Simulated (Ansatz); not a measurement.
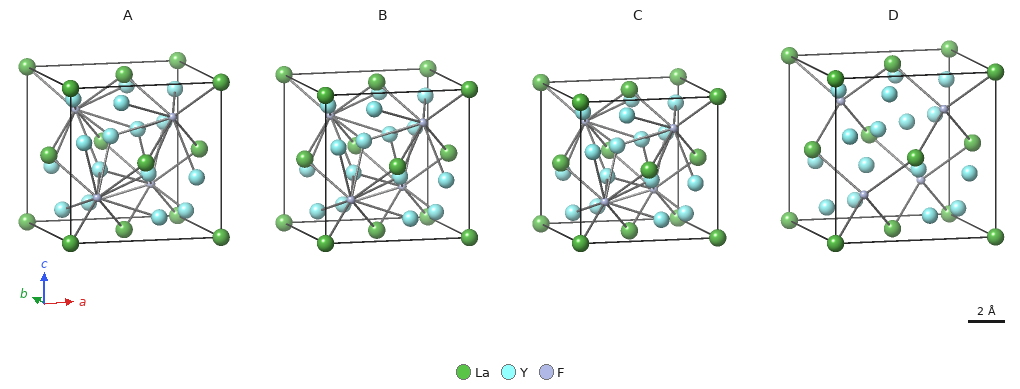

4 geometries from one relaxation of a crystal of LaY$_{4}$F (a generated structure, set up in F-43m) (coarse preliminary run), in shuffled order. Style: ball-and-stick. Shown: the conventional cell (4 times the calculation's cell), slightly off an axis. Lengths and directions refer to the drawn axes.

Method: Ansatz, DFT PBE, scalar-relativistic, plane waves, PAW. Settings: plane-wave cutoff 420 eV; k-point mesh 4 × 4 × 4; occupations gaussian; smearing width 0.1 eV; no spin polarisation; cell and atoms relaxed; force threshold 0.04 eV/Å; at most 70 steps.

> Put them in the order of the run, from the start to the converged end.

C, B, A, D. They are steps 0, 1, 2, 7, at +622 meV per atom, +288 meV per atom, +113 meV per atom relative to the last. Over 5 accepted moves (7 points after the start) the energy falls by 622 meV per atom. The largest force component goes from 0.074 to 0.0067 eV/Å. The pressure goes from 21.49 to −0.05 GPa. At 2 points the geometry stayed and the basis and grid were re-selected for the new cell (energy shift of 50.5 meV per atom at most each time). The largest moves relative to the cell, 0.013 Å, are those of Y atoms. F and La stay in place. The drawn cell changes as follows: a = b = c 8.087 → 9.435 Å (+16.7 %); the volume changes by +58.8 %. Near-neighbour distances that change, for instance: F–La 3.502 → 4.086 Å, F–Y 3.354 → 3.916 Å, La–Y 3.351 → 3.908 Å, Y–Y 2.874 → 3.374 Å. The space group stays F-43m (No. 216).

Limits of the set-up: layers or molecules are held without a dispersion correction, so their spacing is unreliable.
